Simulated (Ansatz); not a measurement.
# Al2Te2: single-point calculation

Al2Te2, multiplicity 5, computed with UKS PBE0-D4/def2-TZVP (Ansatz 0.2.0).

The geometry comes from this level: B3LYP-D4/def2-SVP.

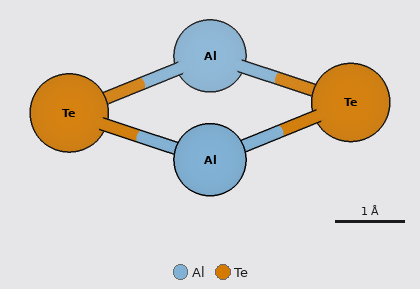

*The structure (ball-and-stick view, seen at an oblique angle). Sticks mark near contacts.*

**Summary**

```json
{"quantity": "outcome", "value": "converged"}
{"quantity": "total energy", "value": "−27775.4495 eV"}
{"quantity": "mean-field energy", "value": "−27775.2214 eV"}
{"quantity": "dispersion energy", "value": "−0.2281 eV"}
{"quantity": "⟨S²⟩", "value": "6.011"}
{"quantity": "SCF solution under orbital rotations", "value": "stable"}
{"quantity": "HOMO (either spin)", "value": "−3.74 eV"}
{"quantity": "LUMO (either spin)", "value": "−5.10 eV"}
{"quantity": "hardware", "value": "4 threads of Arm Neoverse V1, 23 GiB of memory available, shared host"}
{"quantity": "wall time", "value": "7 s (CPU time 25 s)"}
{"quantity": "peak memory", "value": "0.66 GiB"}
```

**Input**
```yaml
crystal:
  periodic: [false, false, false]
  atoms:
    - {symbol: Al, position_ang: [-0.545045, -1.174189, 1.099506]}
    - {symbol: Al, position_ang: [0.543522, 1.174517, -1.099999]}
    - {symbol: Te, position_ang: [-0.136692, 1.428635, 1.457939]}
    - {symbol: Te, position_ang: [0.138215, -1.428964, -1.457445]}
basis:
  gaussian: {orbitals: def2-TZVP, initial_orbitals: start.molden}
magnetization: {spin_polarized: true, initial_magnetization: 4}
hamiltonian: {xc: pbe0, dispersion: d4}
scf: {omitted_lower_state_checks: [starts]}
output: {orbitals: {seedname: orbitals}}
```

Launched with:
```bash
ansatz run in.yaml --threads 4 --pin off --events-out ev --progress --plain --max-ram 4787MiB
```

**The program's output**
```
Functional definition: PBE0
  name "PBE0"
  cite "Adamo & Barone, J. Chem. Phys. 110, 6158 (1999) doi:10.1063/1.478522"
  cite "Perdew, Burke & Ernzerhof, Phys. Rev. Lett. 77, 3865 (1996) doi:10.1103/PhysRevLett.77.3865"
  parent pbe
  parameter a = 0.25
  parameter kappa = 0.804
  parameter beta = 0.06672455060314922
  exchange = (1 - a)*pbe_x(kappa = kappa, mu = beta*pi^2/3) + a*exact_x
  correlation = pbe_c(beta = beta)
these checks for a lower state are left out or cut short: starts
1434 factors; their error is unknown
mean field evaluation 1: about -27773.9487 eV, gradient 5.5e1 eV
mean field evaluation 2: about -27774.8922 eV, gradient 1.4e0 eV
mean field evaluation 4: about -27775.2209 eV, gradient 4.8e-1 eV
mean field evaluation 8: about -27775.2214 eV, gradient 1.3e-5 eV
mean field -27775.22141017 eV, -1020.7205601023 hartree, gradient 1.2e-5 eV, S^2 6.011200; 0 other end points of the search recorded, 0 dependent functions left out
reference -27775.22143574 eV, -1020.7205610421 hartree; 39, 35 occupied and 135, 139 virtual orbitals, 1434 factors
Total energy: -27775.44949842 eV, -1020.7289421912 hartree
Checks for a lower state left out: starts
```

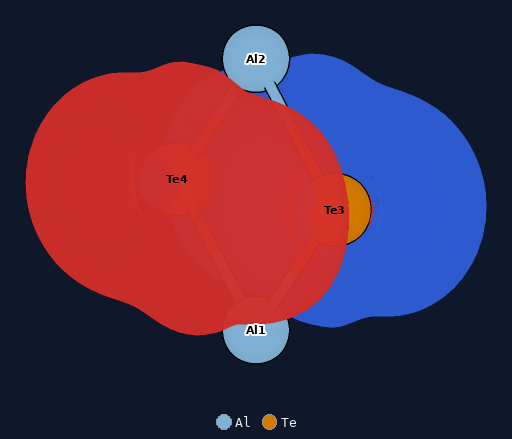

*One frontier orbital at ±0.08 Å⁻³ᐟ² (red and blue are the two phases), seen at an oblique angle.*

The HOMO (β), at −6.79 eV.

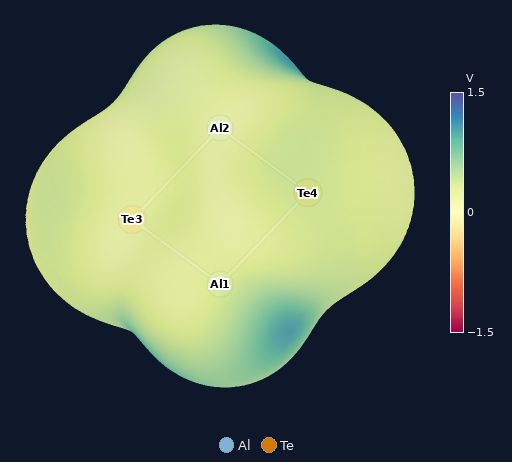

*The electrostatic potential painted on the density surface at 0.002 e/bohr³, seen at a tilt; the colour scale runs from red (negative) to blue (positive).*

A positive charge is drawn to the negative regions and a negative charge to the positive ones.

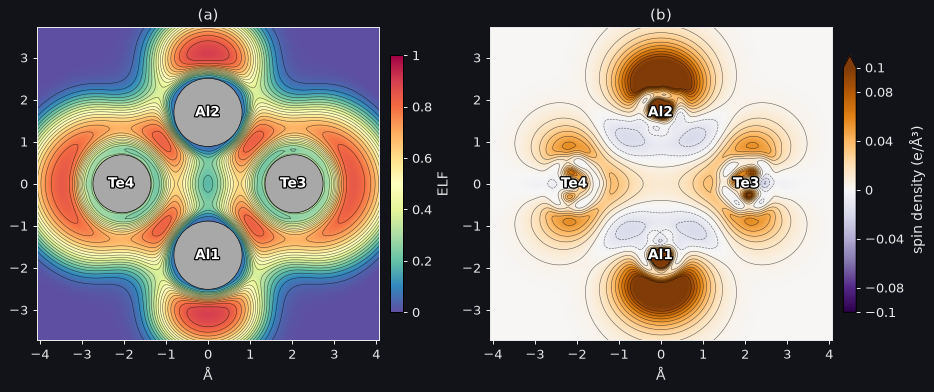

*(a) electron localisation function; (b) spin density (α minus β) on the molecular plane. Grey discs, where drawn, cover atomic cores.*

The section cuts through Al and Te sites. Al–Te (2.66 Å): the ELF peaks at about 0.80 between the atoms, which marks a shared electron pair. The unpaired spin (4 electrons) lies mostly on Al1 (about 1.2), Al2 (about 1.2), Te3 (about 0.8) and Te4 (about 0.8), in electrons by Hirshfeld's partition.

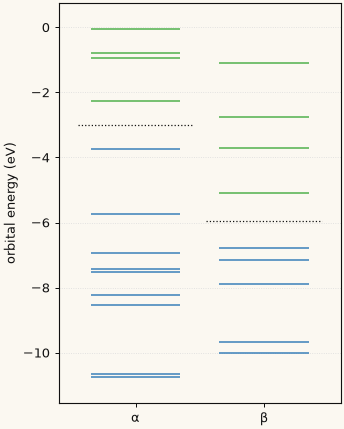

*Orbital energies near the frontier for α and β spins; the dotted line parts filled from empty levels, and levels within 0.02 eV of each other stand side by side.*

α: highest filled −3.74 eV, lowest empty −2.27 eV, 1.47 eV apart; β: highest filled −6.79 eV, lowest empty −5.10 eV, 1.69 eV apart.
